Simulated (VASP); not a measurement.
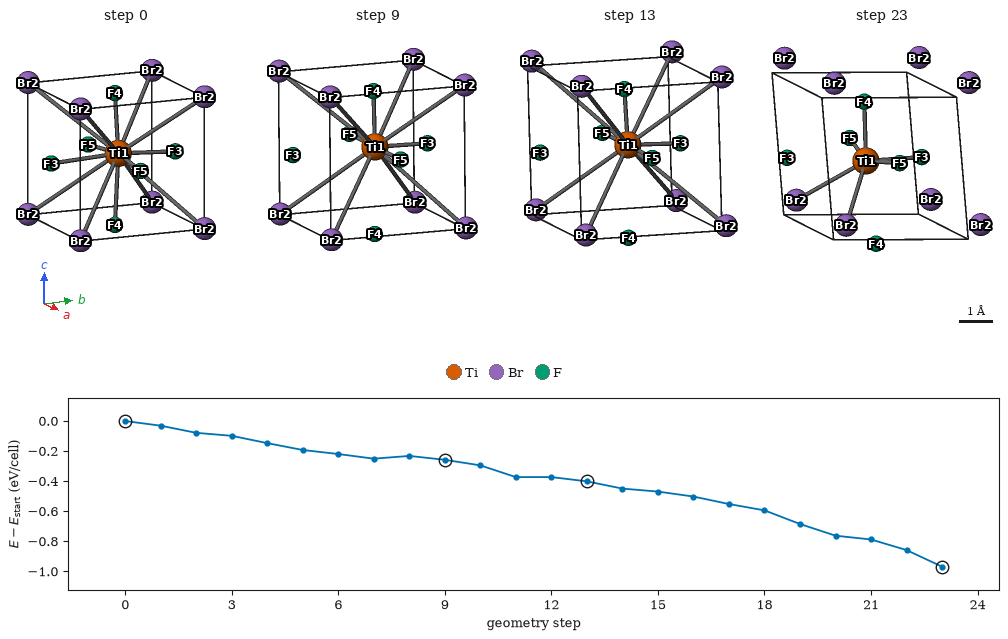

Frames of a relaxation of solid TiBrF3 (a generated structure, set up in Amm2), marked on the history of the run. The picture is a ball-and-stick view of the cell of the calculation, seen slightly off an axis.

The run lets cell and atoms move.

All numbers below come from VASP, Kohn-Sham DFT of a periodic cell, PBE, VASP PAW PBE potentials, recommended.

Input
```
PREC = Normal
ENCUT = 520
EDIFF = 1E-4
ISMEAR = 0
SIGMA = 0.15
LREAL = False
LASPH = True
NELM = 60
ALGO = Fast
ISIF = 3
LWAVE = False
LCHARG = False
GGA = PE
IBRION = 2
NSW = 24
EDIFFG = -0.08
```

Launched with:
```bash
cat potpaw_PBE.64/Ti_sv/POTCAR potpaw_PBE.64/Br/POTCAR potpaw_PBE.64/F/POTCAR > POTCAR
mpirun -np 1 vasp_std > vasp.out
```

### What happens along the run?

The relaxation stopped without meeting its thresholds, so the last structure isn't shown to be converged. The energy falls by 0.968 eV per cell of the calculation in 23 geometry steps. The largest force component goes from 0.43 to 1.1 eV/Å. The pressure goes from 0.20 to −3.28 GPa. The largest move relative to the cell is that of Br2, 0.58 Å along [0 1 1]. By element the largest moves are Br 0.58 Å, F 0.43 Å, Ti 0.31 Å. The drawn cell changes as follows: a 4.063 → 3.861 Å (−5.0 %), b = c 4.139 → 4.509 Å (+8.9 %), α 89.7° → 99.7°; the volume changes by +11.2 %. Near-neighbour distances that change, for instance: Ti1–Br2 3.641 → 2.860 Å, Ti1–Br2 (another image) 3.496 → 4.175 Å, Ti1–Br2 (another image) 3.558 → 4.031 Å, Ti1–F3 2.239 → 2.650 Å. Bond angles that change, for instance: Ti1–F5–Ti1 170.0° → 155.4°, F5–Ti1–F5 170.0° → 155.4°, F3–Ti1–F5 93.3° → 81.5°. The space group stays Amm2 (No. 38). The volume changes by over a tenth within one run on a fixed set of plane waves, so the end point should be relaxed again from the new cell. From step 0 to 9: F atoms move most (0.31 Å), volume +14.7 %, energy −0.258 eV per cell of the calculation. From step 9 to 13: Br2 moves most (0.17 Å), volume +6.1 %, energy −0.143 eV per cell of the calculation. From step 13 to 23: Br2 moves most (0.41 Å), volume −8.7 %, energy −0.567 eV per cell of the calculation.

| step | E − E(0), meV/atom | largest force component, eV/Å | pressure, GPa | volume, Å³/atom |
| --- | --- | --- | --- | --- |
| 0 | 0.00 | 0.4326 | 0.20 | 13.921 |
| 1 | -6.17 | 0.3677 | 0.86 | 13.956 |
| 2 | -15.67 | 0.6167 | 2.32 | 14.062 |
| 3 | -19.63 | 0.6674 | 2.18 | 14.202 |
| 4 | -29.36 | 0.8085 | 0.50 | 14.626 |
| 5 | -38.49 | 0.9880 | -1.41 | 15.490 |
| 6 | -43.85 | 0.9757 | -0.98 | 15.622 |
| 7 | -50.03 | 0.9638 | -0.08 | 15.840 |
| 8 | -46.36 | 1.1892 | 2.83 | 16.275 |
| 9 | -51.54 | 0.9705 | 0.69 | 15.973 |
| 10 | -58.93 | 0.8941 | 0.28 | 16.121 |
| 11 | -74.52 | 0.7641 | -0.46 | 16.562 |
| 12 | -74.50 | 0.5812 | -3.52 | 17.429 |
| 13 | -80.19 | 0.6805 | -1.81 | 16.945 |
| 14 | -89.80 | 0.6021 | -0.66 | 16.944 |
| 15 | -93.76 | 1.4891 | 0.89 | 16.941 |
| 16 | -100.37 | 1.4340 | 0.35 | 16.983 |
| 17 | -110.35 | 1.3478 | -1.17 | 17.101 |
| 18 | -118.74 | 1.0356 | -1.86 | 17.023 |
| 19 | -136.88 | 0.9848 | -3.22 | 16.790 |
| 20 | -152.42 | 1.1873 | -5.86 | 16.330 |
| 21 | -157.45 | 1.1552 | -5.80 | 16.243 |
| 22 | -171.54 | 1.1230 | -4.74 | 15.985 |
| 23 | -193.61 | 1.1386 | -3.28 | 15.476 |
